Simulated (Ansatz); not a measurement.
**FH6PSi2: density, localisation and related maps**

Input

```
crystal:
  periodic: [false, false, false]
  atoms:
    - {symbol: F, position_ang: [-1.658695, 0.472306, 1.997380]}
    - {symbol: Si, position_ang: [-1.029045, 1.110825, 0.670047]}
    - {symbol: P, position_ang: [1.136821, 0.544894, 0.602251]}
    - {symbol: Si, position_ang: [0.852747, -1.356162, -0.575298]}
    - {symbol: H, position_ang: [-1.834524, 0.606448, -0.471516]}
    - {symbol: H, position_ang: [-1.140688, 2.587845, 0.760963]}
    - {symbol: H, position_ang: [1.362659, 1.362697, -0.540885]}
    - {symbol: H, position_ang: [0.054960, -1.158890, -1.813642]}
    - {symbol: H, position_ang: [0.151812, -2.321307, 0.309621]}
    - {symbol: H, position_ang: [2.187153, -1.899856, -0.936022]}
basis:
  gaussian: {orbitals: def2-TZVPP}
hamiltonian: {xc: pbe0, dispersion: d4}
output: {orbitals: {seedname: orbitals}}
```

Command:

```sh
ansatz run in.yaml --threads 2 --pin off --events-out ev --progress --plain --max-ram 4352MiB
```

Geometry: PBE0-D4/def2-TZVP.

The calculation used RKS PBE0-D4/def2-TZVPP (Ansatz 0.2.0).

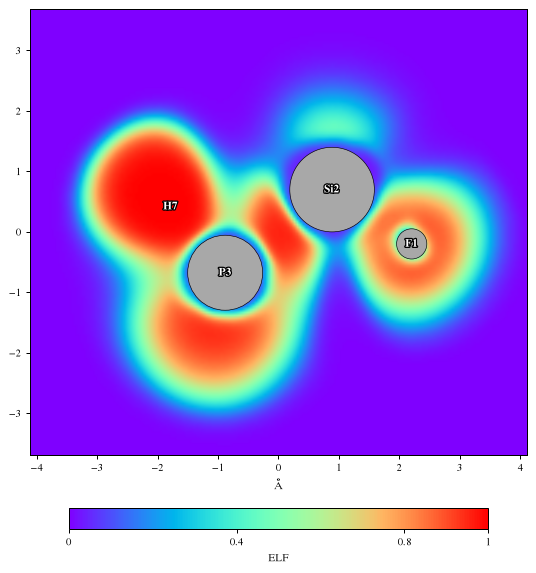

Figure 1. ELF on the plane of atoms Si2, P3 and H7. Grey discs cover the atomic cores.

Interpret the plot.

Answer. The section cuts through F, Si, P and H sites.
Si–F (1.60 Å): the ELF peaks at about 0.85 in the valence shell of F, 0.6 Å from its nucleus, and is about 0.55 at the midpoint.
Si–P (2.24 Å): the ELF peaks at about 0.95 between the atoms (a shared electron pair).
P–H (1.42 Å): the ELF climbs to about 1 towards the hydrogen, as it does in any bond to H.
The ELF also peaks beside P3 and F1, away from the bonds: lone-pair regions.

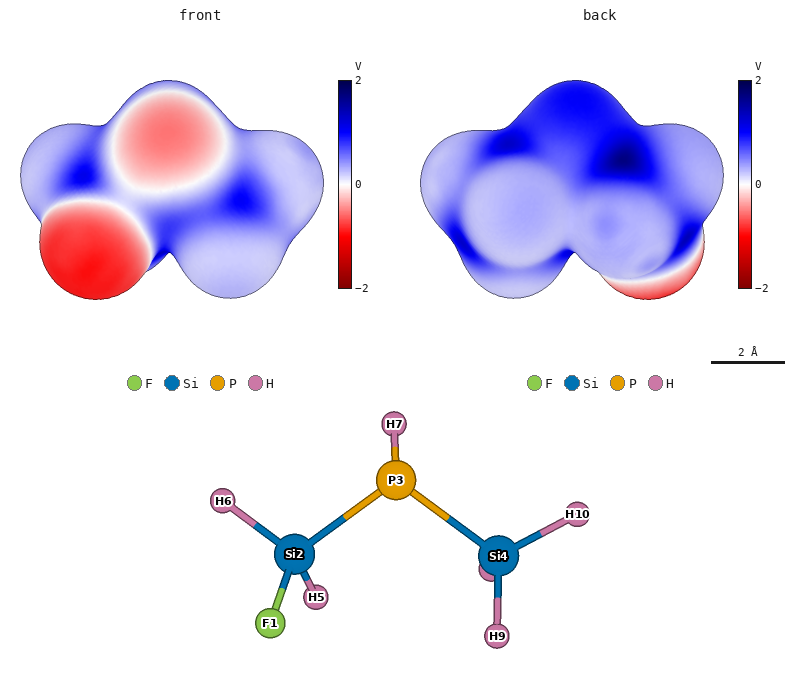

Figure 2. The electrostatic potential painted on the density surface at 0.002 e/bohr³, seen from the front and from behind; the colour scale runs from red (negative) to blue (positive). The bare structure is drawn below in the same view.

Which sites attract a positive test charge, and which a negative one?

Answer. A positive charge is drawn to the negative regions and a negative charge to the positive ones. The most negative region (about −0.9 V, or −21 kcal/mol for a unit charge) lies over F1, the most positive (about +1.5 V, or +35 kcal/mol for a unit charge) over Si2.

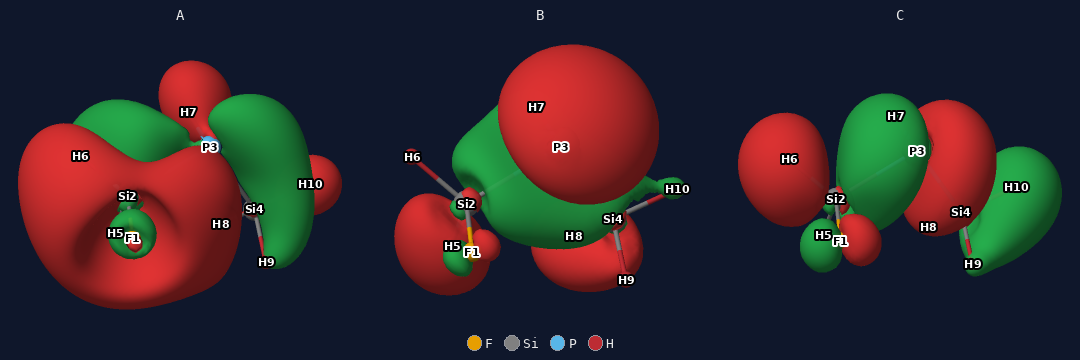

Figure 3. Three frontier orbitals at ±0.06 Å⁻³ᐟ² (green and red are the two phases), in no order.

Which picture is the HOMO−1, the HOMO and the LUMO?

Answer. C is the HOMO−1 (−8.71 eV). By Hirshfeld shares it lies mainly on P3 (about 35 %), Si4 (about 20 %), Si2 (about 20 %), H6 (about 10 %) and H10 (about 10 %). B is the HOMO (−7.71 eV). Its weight (Hirshfeld) is mainly on P3 (about 65 %), Si2 (about 10 %) and Si4 (about 10 %). A is the LUMO (−0.38 eV). It lies mainly on Si2 (about 45 %), P3 (about 20 %), Si4 (about 10 %), H6 (about 5 %) and F1 (about 5 %).

What is the HOMO–LUMO gap?

Answer. 7.33 eV between the orbital energies.
